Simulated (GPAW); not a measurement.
# Core-hole calculation of the Cu K edge in CuAgO2 (Pmmm), part 2 of 3

Aim: the dependence of the Cu K near-edge features of CuAgO2 (Pmmm) on volume.

GPAW 26.7.0; X-ray absorption from dipole matrix elements to empty bands, plane-wave PAW LDA.

So far. Step 2 (Ground state of the crystal): The mesh shows no gap, so the system is treated as a metal and the core electron is put at the Fermi level (neutral cell).

## Step 4: Spectrum with XCH, Cu atom 3

The holes are 5.6 Å apart. In GPAW the data set carries the hole's charge, so charge=0 means a charged cell and charge=-1 a neutral one. The excited electron is kept in the cell, where it fills the lowest empty states and screens the hole. After the field has converged, empty bands are computed with the density fixed and the dipole matrix elements are summed.

The absorber has 4 O at 1.88 Å (square planar, site symmetry mmm).

xas.py

```python
import numpy as np
from ase import Atoms
from ase.parallel import parprint, paropen
from gpaw import GPAW, PW, FermiDirac, Mixer, MixerDif, setup_paths
from gpaw.test import gen
setup_paths.insert(0, '.')
gen('Cu', name='fch1s', xcname='LDA', corehole=(1, 0, 1), write_xml=True)
from gpaw.mpi import world
world.barrier()

atoms = Atoms('Ag4Cu4O8',
    cell=[[5.63288562, 0, 0],
     [0, 3.35389257, 5.40417723],
     [0, -3.35389257, 5.40417723]],
    scaled_positions=[[0, 0, 0],
     [0.5, 0.5, 0.5],
     [0.5, 0, 0],
     [0, 0.5, 0.5],
     [0.25, 0.5, 0],
     [0.75, 0, 0.5],
     [0.75, 0.5, 0],
     [0.25, 0, 0.5],
     [0.5, 0.11457511, 0.61457511],
     [0, 0.61457511, 0.11457511],
     [0.5, 0.61457511, 0.11457511],
     [0, 0.11457511, 0.61457511],
     [0.5, 0.88542489, 0.38542489],
     [0, 0.38542489, 0.88542489],
     [0.5, 0.38542489, 0.88542489],
     [0, 0.88542489, 0.38542489]],
    magmoms=[0.0, 0.0, 0.0, 0.0, 1.0, 1.0, -1.0, -1.0, 0.0, 0.0, 0.0, 0.0, 0.0, 0.0, 0.0, 0.0],
    pbc=True)
atoms.calc = calc = GPAW(legacy_gpaw=True, mode=PW(500), xc='LDA', setups={4: 'fch1s'},
    kpts={'size': (3, 3, 3), 'gamma': True}, occupations=FermiDirac(0.1),
    charge=-1, mixer=MixerDif(0.05, 8, 50), maxiter=150,
    convergence={'density': 0.0001}, txt='scf.txt')
energy = atoms.get_potential_energy() + calc.get_reference_energy()
ef = calc.get_fermi_level()
out = dict(energy=energy, fermi=ef, forces=atoms.get_forces().tolist(), magmoms=atoms.get_magnetic_moments().tolist())
parprint(f'all-electron energy {energy:.4f} eV, Fermi level {ef:.4f} eV')
ev = np.array([[calc.get_eigenvalues(k, s) for k in range(len(calc.get_ibz_k_points()))] for s in range(calc.get_number_of_spins())])
out['homo'], out['lumo'], out['counts'] = ev[ev < ef].max(), ev[ev > ef].min(), sorted(set((ev < ef).sum((0, 2)).tolist()))
out['filled'] = (ev[:, 0] < ef).sum(1).tolist()

from ase.units import Ha
from gpaw.xas import dipole_matrix_elements
nb = int(calc.get_number_of_electrons() / 2) + 124
top, nb = nb, nb + 8 + nb // 12
nscf = calc.fixed_density(kpts={'size': (3, 3, 3), 'gamma': True}, nbands=nb,
    convergence={'bands': top, 'eigenstates': 1e-5}, maxiter=60, txt='nscf.txt')
cell = atoms.cell.array
ops = [cell.T @ U.T @ np.linalg.inv(cell.T) for U in nscf.wfs.kd.symmetry.op_scc]
E = np.arange(-6, 34, 0.1)
fwhm = np.interp(E, [4, 25], [1.55, 3.5])
Y, X, zero, highest = 0, 0, 1e9, 1e9
for spin in range(nscf.get_number_of_spins()):
    wfs = nscf.wfs
    A = dipole_matrix_elements(wfs.setups[4])
    eps = np.zeros((wfs.kd.nibzkpts, nb))
    d = np.zeros((3, A.shape[1], wfs.kd.nibzkpts, nb), complex)
    for kpt in wfs.kpt_u:
        if kpt.s == spin and 4 in kpt.P_ani:
            eps[kpt.k] = kpt.eps_n * Ha
            d[:, :, kpt.k] = (kpt.weight * wfs.nspins / 2) ** 0.5 * np.inner(A, kpt.P_ani[4])
    world.sum(eps)
    world.sum(d)
    T = np.einsum('amkn,bmkn->abkn', d, d.conj()).real
    T = sum(np.einsum('ai,ijkn,bj->abkn', R, T, R) for R in ops) / len(ops)
    empty = eps > ef
    zero, highest = min(zero, eps[empty].min()), min(highest, eps[:, top - 1].min())
    lines = [(eps, T, empty)] if spin == 0 else lines + [(eps, T, empty)]
for eps, T, empty in lines:
    f = np.einsum('aakn->akn', T).reshape(3, -1)
    x = eps.ravel() - zero
    w = np.interp(x, E, fwhm) / 2.35482
    g = np.exp(-0.5 * ((E[:, None] - x) / w) ** 2) / (w * (2 * np.pi) ** 0.5)
    Y = Y + (f * empty.ravel()) @ g.T
    X = X + (f * ~empty.ravel()) @ g.T
out.update(E=E.round(2).tolist(), xas=Y.tolist(), xes=X.tolist(), zero=zero, valid=highest - zero, nk=len(eps), nb=nb)
for i in range(0, len(E), 10):
    parprint(f'{E[i]:7.2f}', *(f'{v:10.3e}' for v in Y[:, i]))
import json
with paropen('out.json', 'w') as f:
    json.dump(out, f)
```

Command:

```console
OMP_NUM_THREADS=1 mpirun -n 2 gpaw python xas.py
```

Numbers of over 12 decimals in the logs are rounded to 6 here.

What it wrote:

```text
Input parameters:
  charge: -1
  convergence: {density: 0.0001}
  kpts: {gamma: True,
         size: (3, 3, 3)}
  maxiter: 150
  mixer: {backend: pulay,
          beta: 0.05,
          method: difference,
          nmaxold: 8,
          weight: 50}
  mode: {ecut: 500.0,
         name: pw}
  occupations: {fixmagmom: False,
                name: fermi-dirac,
                width: 0.1}
  setups: {4: fch1s}

Initialize ...

[... PAW data sets ...]

Reference energy: -764886.885005  # eV

Spin-polarized calculation.
Initial magnetic moment: 0.000000

[... convergence settings ...]
Symmetries present (total): 2
  [... symmetry matrices ...]

27 k-points: 3 x 3 x 3 Monkhorst-Pack grid
10 k-points in the irreducible part of the Brillouin zone
       k-points in crystal coordinates                weights
   0:     0.00000000    0.00000000    0.00000000          1/27
   1:     0.00000000    0.00000000    0.33333333          2/27
   2:     0.00000000    0.33333333   -0.33333333          2/27
   3:     0.00000000    0.33333333    0.00000000          2/27
   4:     0.00000000    0.33333333    0.33333333          2/27
   5:     0.33333333    0.00000000    0.00000000          2/27
   6:     0.33333333    0.00000000    0.33333333          4/27
   7:     0.33333333    0.33333333   -0.33333333          4/27
   8:     0.33333333    0.33333333    0.00000000          4/27
   9:     0.33333333    0.33333333    0.33333333          4/27

Wave functions: Plane wave expansion
  Cutoff energy: 500.000 eV
  Number of coefficients (min, max): 5162, 5207
  Pulay-stress correction: 0.000000 eV/Ang^3 (de/decut=0.000000)
  Using FFTW library
  Wavefunction extrapolation:
    Improved wavefunction reuse through dual PAW basis

Occupation numbers: Fermi-Dirac:
  width: 0.1000  # eV

Eigensolver
   Davidson(niter=2)

Densities:
  Coarse grid: 30*35*35 grid
  Fine grid: 60*70*70 grid
  Total Charge: 0.000000

Density mixing:
  Method: difference
  Backend: pulay
  Linear mixing parameter: 0.05
  old densities: 8
  Width of damping distribution: 1.1
  Damping of long wavelength oscillations: 50

[... Hamiltonian set-up ...]
Number of atoms: 16
Number of atomic orbitals: 116
Number of bands in calculation: 101
Number of valence electrons: 161
Bands to converge: occupied

... initialized

Initializing position-dependent things.

Density initialized from atomic densities
Creating initial wave functions:
  101 bands from LCAO basis set

          O     O

       O      O
        AgO    Ag

             Cu     Cu
       O      O
           Cu    Cu

        Ag     Ag

Atomic positions and initial magnetic moments

Positions:
   0 Ag     0.000000    0.000000    0.000000    ( 0.0000,  0.0000,  0.0000)
   1 Ag     2.816443    0.000000    5.404177    ( 0.0000,  0.0000,  0.0000)
   2 Ag     2.816443    0.000000    0.000000    ( 0.0000,  0.0000,  0.0000)
   3 Ag     0.000000    0.000000    5.404177    ( 0.0000,  0.0000,  0.0000)
   4 Cu     1.408221    1.676946    2.702089    ( 0.0000,  0.0000,  1.0000)
   5 Cu     4.224664   -1.676946    2.702089    ( 0.0000,  0.0000,  1.0000)
   6 Cu     4.224664    1.676946    2.702089    ( 0.0000,  0.0000, -1.0000)
[...]
13 O      0.000000   -1.676946    6.867897    ( 0.0000,  0.0000,  0.0000)
  14 O      2.816443   -1.676946    6.867897    ( 0.0000,  0.0000,  0.0000)
  15 O      0.000000    1.676946    6.867897    ( 0.0000,  0.0000,  0.0000)

Unit cell:
           periodic     x           y           z      points  spacing
  1. axis:    yes    5.632886    0.000000    0.000000    30     0.1878
  2. axis:    yes    0.000000    3.353893    5.404177    35     0.1628
  3. axis:    yes    0.000000   -3.353893    5.404177    35     0.1628

  Lengths:   5.632886   6.360324   6.360324
  Angles:   63.648398  90.000000  90.000000

Effective grid spacing dv^(1/3) = 0.1771

[...]
Converged after 22 iterations.

Dipole moment: (-0.101704, 0.000000, -0.000000) |e|*Ang

Total magnetic moment: (0.000000, 0.000000, -0.001311)
Local magnetic moments:
   0 Ag ( 0.000000,  0.000000,  0.000011)
   1 Ag ( 0.000000,  0.000000,  0.000011)
   2 Ag ( 0.000000,  0.000000,  0.000011)
   3 Ag ( 0.000000,  0.000000,  0.000011)
   4 Cu ( 0.000000,  0.000000, -0.004868)
   5 Cu ( 0.000000,  0.000000, -0.000069)
   6 Cu ( 0.000000,  0.000000,  0.000076)
   7 Cu ( 0.000000,  0.000000,  0.000018)
   8 O  ( 0.000000,  0.000000,  0.000006)
   9 O  ( 0.000000,  0.000000,  0.001088)
  10 O  ( 0.000000,  0.000000,  0.001088)
  11 O  ( 0.000000,  0.000000,  0.000006)
  12 O  ( 0.000000,  0.000000,  0.000006)
  13 O  ( 0.000000,  0.000000,  0.001088)
  14 O  ( 0.000000,  0.000000,  0.001088)
  15 O  ( 0.000000,  0.000000,  0.000006)

Energy contributions relative to reference atoms: (reference = -764886.885005)

Kinetic:        +12.164464
Potential:      -27.256749
External:        +0.000000
XC:            -107.387316
Entropy (-ST):   -0.263741
Local:           +0.634806
SIC:             +0.000000
--------------------------
Free energy:   -122.108536
Extrapolated:  -121.976665

Spin contamination: 12.350477 electrons
Showing only first 2 kpts
                      Up                     Down
 Kpt  Band  Eigenvalues  Occupancy  Eigenvalues  Occupancy
  0    78      4.25295    0.99901      4.25034    0.99903
  0    79      5.13076    0.13421      5.13141    0.13345
  0    80      5.14598    0.11748      5.14563    0.11785
  0    81      5.41080    0.00933      5.41118    0.00930

  1    78      4.48233    0.99024      4.48187    0.99029
  1    79      4.86753    0.68309      4.86733    0.68354
  1    80      4.95077    0.48392      4.94992    0.48603
  1    81      5.45729    0.00588      5.45720    0.00589

Fermi level: 4.94433

No gap
No difference between direct/indirect transitions

Forces in eV/Ang:
  0 Ag   -0.05175    0.00000    0.00000
  1 Ag    0.05175    0.00000    0.00000
  2 Ag    0.05175    0.00000    0.00000
  3 Ag   -0.05175    0.00000    0.00000
  4 Cu    0.00000    0.00000    0.00000
  5 Cu   -0.00000    0.00000    0.00000
  6 Cu   -0.00000    0.00000    0.00000
[...]
13 O    -1.09894   -0.00000   -1.13479
 14 O     1.09894   -0.00000   -1.13479
 15 O     0.07545   -0.00000   -0.19691
Scalar-relativistic atomic LDA calculation for Cu (Copper, Z=29)
Core hole in 1s state (1s occupation: 1.0)
600 radial gridpoints.
|------------------------------------------------|
|------------------------------------------------|
[... the atom generator's iteration count ...]

Energy contributions:
-------------------------
Kinetic:    +1336.692400
XC:           -57.131451
Potential:  -2600.779951
-------------------------
Total:      -1321.219003

state      eigenvalue         ekin         rmax
-----------------------------------------------
1s^1.0 :  -337.058981   426.036309        0.034
2s^2.0 :   -41.859242    83.018235        0.193
2p^6.0 :   -37.118937    82.366106        0.153
3s^2.0 :    -4.941495    18.413630        0.596
3p^6.0 :    -3.402187    16.582998        0.594
3d^10.0:    -0.747943    11.230631        0.562
4s^1.0 :    -0.517664     1.791433        2.006
4p^0.0 :    -0.294182     1.077284        2.520
-----------------------------------------------
(units: Bohr and Hartree)

Generating PAW setup
Kinetic energy of the core from tauc = 1233.538363
Cutoffs:
rc(s)=2.200
rc(p)=2.200
rc(d)=2.000
rc(vbar)=1.800
rc(comp)=2.000
rc(nct)=2.200

Kinetic energy of the core states: 1222.594660
Charge: 1.0
Core electrons: 17.0
Valence electrons: 11.0
Pseudo-core charge: 0.267927
Shape function alpha=2.500
Pseudo-electron charge 3.306954
state    eigenvalue         norm
--------------------------------
4s(1) :    -0.517664     1.110086
*s    :     0.482336
4p(0) :    -0.294182     1.012069
*p    :     0.705818
3d(10):    -0.747943     0.192894
*d    :     0.252057
--------------------------------

Diagonalizing with gridspacing h=0.050

state   all-electron     PAW
-------------------------------
4s:      -0.517664    -0.517809
4p:      -0.294182    -0.294289
3d:      -0.747943    -0.748405
*f:                   -0.018700
-------------------------------
all-electron energy -765008.8617 eV, Fermi level 4.9443 eV
  -6.00  7.440e-28  1.456e-28  8.829e-28
  -5.00  2.905e-22  7.960e-23  3.522e-22
  -4.00  1.206e-17  4.353e-18  1.468e-17
  -3.00  5.422e-14  2.386e-14  6.486e-14
  -2.00  2.685e-11  1.315e-11  3.076e-11
  -1.00  1.482e-09  7.321e-10  1.582e-09
  -0.00  9.359e-09  4.151e-09  8.901e-09
[...]
31.00  3.620e-07  4.321e-07  2.927e-07
  32.00  3.832e-07  3.975e-07  3.106e-07
  33.00  3.997e-07  3.541e-07  3.144e-07
```

It took 9.9 min on 2 MPI ranks of Arm Neoverse V1, shared host; peak memory 0.95 GiB.

The Cu K spectrum, Cu atom 3, excited-electron core hole (neutral cell) (energy from the lowest empty level; intensity scaled to a mean of 1 over the first 20 eV; polarised curves are means over the symmetry-equivalent atoms):

```csv
E (eV),isotropic,ε ∥ x,ε ∥ y,ε ∥ z
-2.0,0.00,0.00,0.00,0.00
-0.5,0.01,0.02,0.01,0.02
1.0,0.02,0.03,0.01,0.02
2.5,0.12,0.05,0.29,0.03
4.0,0.70,0.06,1.97,0.08
5.5,0.54,0.02,1.54,0.06
7.0,0.21,0.08,0.40,0.16
8.5,0.45,0.20,0.83,0.31
10.0,1.13,0.30,2.72,0.38
11.5,1.52,0.33,3.04,1.18
13.0,1.34,0.62,0.91,2.49
14.5,1.56,1.76,0.51,2.43
16.0,1.98,3.86,0.41,1.66
17.5,2.01,4.05,0.44,1.54
19.0,1.50,2.19,0.58,1.72
20.5,1.17,1.07,0.74,1.70
22.0,1.24,1.01,0.99,1.70
23.5,1.40,1.15,1.24,1.83
25.0,1.29,1.21,1.32,1.34
26.5,1.12,1.22,1.26,0.89
28.0,1.11,1.21,1.34,0.79
29.5,1.16,1.19,1.44,0.84
31.0,1.15,1.15,1.37,0.93
```

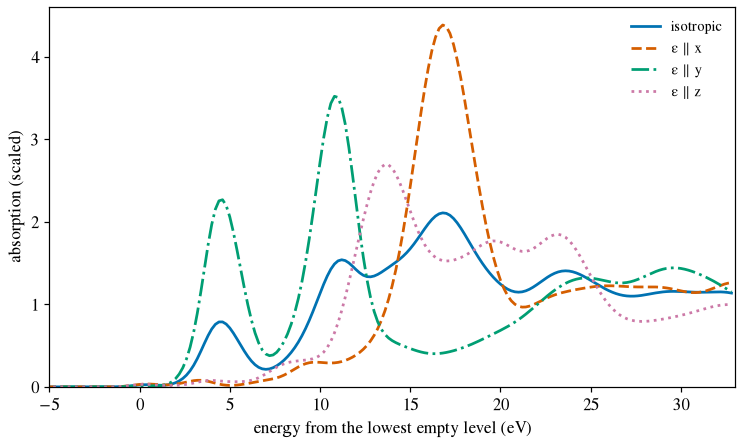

The Cu K edge, Cu atom 3, excited-electron core hole (neutral cell): main maxima at 11.2, 16.8 and 23.6 eV.

Main maxima below 30 eV (height): 4.6 eV (0.79), 11.2 eV (1.54), 16.8 eV (2.11), 23.6 eV (1.41) and 29.6 eV (1.16). A K edge sees empty p states on the absorber.

The total-energy difference is 8960.85 eV. The tabulated edge of the element is 8979 eV. The functional leaves an error in such absolute values: in the free atom LDA prices this hole 18.3 eV below PBE (computed apart), and PBE is itself good to a few eV.

## Step 5: Reference energy of the supercell

The cell changes for the next run, so it gets a reference energy of its own.

The cell differs from the one that the last finished run ended in (a 5.633 → 5.576 Å, b 6.360 → 6.296 Å, c 6.360 → 6.296 Å).

scf.py

```python
import numpy as np
from ase import Atoms
from ase.parallel import parprint, paropen
from gpaw import GPAW, PW, FermiDirac, Mixer, MixerDif, setup_paths
from gpaw.test import gen
setup_paths.insert(0, '.')
gen('Cu', name='nch1s', xcname='LDA', corehole=(1, 0, 0), write_xml=True)
from gpaw.mpi import world
world.barrier()

atoms = Atoms('Ag4Cu4O8',
    cell=[[5.5759839, 0, 0],
     [0, 3.32001255, 5.34958585],
     [0, -3.32001255, 5.34958585]],
    scaled_positions=[[0, 0, 0],
     [0.5, 0.5, 0.5],
     [0.5, 0, 0],
     [0, 0.5, 0.5],
     [0.25, 0.5, 0],
     [0.75, 0, 0.5],
     [0.75, 0.5, 0],
     [0.25, 0, 0.5],
     [0.5, 0.11457511, 0.61457511],
     [0, 0.61457511, 0.11457511],
     [0.5, 0.61457511, 0.11457511],
     [0, 0.11457511, 0.61457511],
     [0.5, 0.88542489, 0.38542489],
     [0, 0.38542489, 0.88542489],
     [0.5, 0.38542489, 0.88542489],
     [0, 0.88542489, 0.38542489]],
    magmoms=[0.0, 0.0, 0.0, 0.0, 1.0, 1.0, -1.0, -1.0, 0.0, 0.0, 0.0, 0.0, 0.0, 0.0, 0.0, 0.0],
    pbc=True)
atoms.calc = calc = GPAW(legacy_gpaw=True, mode=PW(500), xc='LDA', setups={4: 'nch1s'},
    kpts={'size': (3, 3, 3), 'gamma': True}, occupations=FermiDirac(0.1),
    charge=0, mixer=MixerDif(0.05, 8, 50), maxiter=150,
    convergence={'density': 0.0001}, txt='scf.txt')
energy = atoms.get_potential_energy() + calc.get_reference_energy()
ef = calc.get_fermi_level()
out = dict(energy=energy, fermi=ef, forces=atoms.get_forces().tolist(), magmoms=atoms.get_magnetic_moments().tolist())
parprint(f'all-electron energy {energy:.4f} eV, Fermi level {ef:.4f} eV')
ev = np.array([[calc.get_eigenvalues(k, s) for k in range(len(calc.get_ibz_k_points()))] for s in range(calc.get_number_of_spins())])
out['homo'], out['lumo'], out['counts'] = ev[ev < ef].max(), ev[ev > ef].min(), sorted(set((ev < ef).sum((0, 2)).tolist()))
out['filled'] = (ev[:, 0] < ef).sum(1).tolist()
import json
with paropen('out.json', 'w') as f:
    json.dump(out, f)
```

Command:

```console
OMP_NUM_THREADS=1 mpirun -n 2 gpaw python scf.py
```

What it wrote:

```text
Input parameters:
  convergence: {density: 0.0001}
  kpts: {gamma: True,
         size: (3, 3, 3)}
  maxiter: 150
  mixer: {backend: pulay,
          beta: 0.05,
          method: difference,
          nmaxold: 8,
          weight: 50}
  mode: {ecut: 500.0,
         name: pw}
  occupations: {fixmagmom: False,
                name: fermi-dirac,
                width: 0.1}
  setups: {4: nch1s}

Initialize ...

[...]
*s    :     0.821514
4p(0) :    -0.028757     1.001617
*p    :     0.971243
3d(10):    -0.195673     0.277238
*d    :     0.804327
--------------------------------

Diagonalizing with gridspacing h=0.050

state   all-electron     PAW
-------------------------------
4s:      -0.178486    -0.178572
4p:      -0.028757    -0.028678
3d:      -0.195673    -0.196155
*f:                    0.071609
-------------------------------
all-electron energy -773969.8443 eV, Fermi level 5.3356 eV
[key lines of the parts left out:]
Converged after 20 iterations.
Dipole moment: (0.000000, 0.000000, -0.000000) |e|*Ang
Free energy:    -84.188679
Fermi level: 5.33564
```

Wall time 4 min (2 MPI ranks); peak memory 0.58 GiB.

Reference energy: -773969.844 eV with the cores included.

## Step 6: Spectrum with XCH, Cu atom 3

Shorter bonds are expected to push antibonding states and scattering resonances up, and longer ones down; the cell is scaled to test that.

Changed against the first core-hole run: volume scale from 1 to 0.97.

Edit xas.py of step 4 so:

```diff
@@ -11,5 +11,5 @@
 atoms = Atoms('Ag4Cu4O8',
-    cell=[[5.63288562, 0, 0],
-     [0, 3.35389257, 5.40417723],
-     [0, -3.35389257, 5.40417723]],
+    cell=[[5.5759839, 0, 0],
+     [0, 3.32001255, 5.34958585],
+     [0, -3.32001255, 5.34958585]],
     scaled_positions=[[0, 0, 0],
@@ -46,3 +46,3 @@
 from gpaw.xas import dipole_matrix_elements
-nb = int(calc.get_number_of_electrons() / 2) + 124
+nb = int(calc.get_number_of_electrons() / 2) + 121
 top, nb = nb, nb + 8 + nb // 12
```

Command:

```console
OMP_NUM_THREADS=1 mpirun -n 2 gpaw python xas.py
```

What it wrote:

```text
Input parameters:
  charge: -1
  convergence: {density: 0.0001}
  kpts: {gamma: True,
         size: (3, 3, 3)}
  maxiter: 150
  mixer: {backend: pulay,
          beta: 0.05,
          method: difference,
          nmaxold: 8,
          weight: 50}
  mode: {ecut: 500.0,
         name: pw}
  occupations: {fixmagmom: False,
                name: fermi-dirac,
                width: 0.1}
  setups: {4: fch1s}

[...]
4s:      -0.517664    -0.517809
4p:      -0.294182    -0.294289
3d:      -0.747943    -0.748405
*f:                   -0.018700
-------------------------------
all-electron energy -765008.8963 eV, Fermi level 5.3743 eV
  -6.00  7.621e-28  1.559e-28  9.330e-28
  -5.00  2.983e-22  8.527e-23  3.677e-22
  -4.00  1.240e-17  4.666e-18  1.517e-17
  -3.00  5.572e-14  2.559e-14  6.643e-14
[...]
32.00  3.752e-07  4.196e-07  3.050e-07
  33.00  4.020e-07  3.786e-07  3.155e-07
[key lines of the parts left out:]
Converged after 23 iterations.
Dipole moment: (-0.098345, 0.000000, -0.000000) |e|*Ang
Free energy:   -122.139961
Fermi level: 5.37431
```

Wall time 10 min (2 MPI ranks); peak memory 0.94 GiB; 20 min of CPU time.

```
E (eV)  first run  this run
  -2.0       0.00      0.00
  -1.0       0.00      0.00
   0.0       0.02      0.02
   1.0       0.02      0.02
   2.0       0.05      0.06
   3.0       0.26      0.29
   4.0       0.70      0.73
   5.0       0.71      0.71
   6.0       0.37      0.37
   7.0       0.21      0.20
   8.0       0.32      0.30
   9.0       0.62      0.57
  10.0       1.13      1.06
  11.0       1.53      1.53
  12.0       1.42      1.46
  13.0       1.34      1.32
  14.0       1.48      1.43
  15.0       1.67      1.59
  16.0       1.98      1.89
  17.0       2.10      2.12
  18.0       1.85      1.98
  19.0       1.50      1.62
  20.0       1.24      1.33
  21.0       1.15      1.17
  22.0       1.24      1.21
  23.0       1.38      1.36
  24.0       1.39      1.43
  25.0       1.29      1.36
  26.0       1.17      1.23
  27.0       1.10      1.13
  28.0       1.11      1.11
  29.0       1.15      1.15
  30.0       1.15      1.18
  31.0       1.15      1.17
  32.0       1.15      1.17
```

The scaled spectrum changes by 4 % r.m.s. The highest intensity below 24 eV goes from 16.8 eV (2.11) to 17.2 eV (2.12).

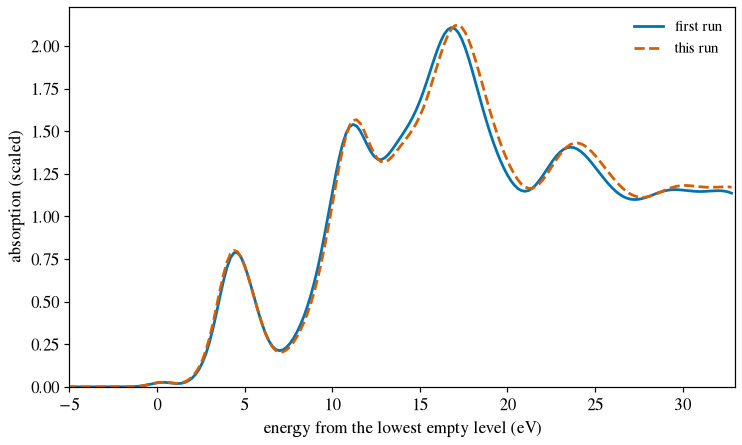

The effect of the change (volume scale from 1 to 0.97).

The photon energy of the zero moves by +0.10 eV.

[end of part 2 of 3]

[Banner, clock and machine lines of the logs are left out without a mark of their own.]

[Logs are printed without paths, hosts, clocks, repeated set-up lines and the standing remarks that a program may print on its own settings, such as how far it seeks lower states.]

[Hosts, paths, dates, database ids (printed as entryN), source tags and the programs' standing remarks are cut or masked in the printed files.]

[Lists of maxima count a maximum above −3 eV only where it reaches 4 % of the highest in the window and stands out from its surroundings by 2 % of it (1.5 % where it reaches 55 %); shoulders and weaker maxima are passed over, and of the rest the first, up to two pre-edge ones and the few strongest are named.]
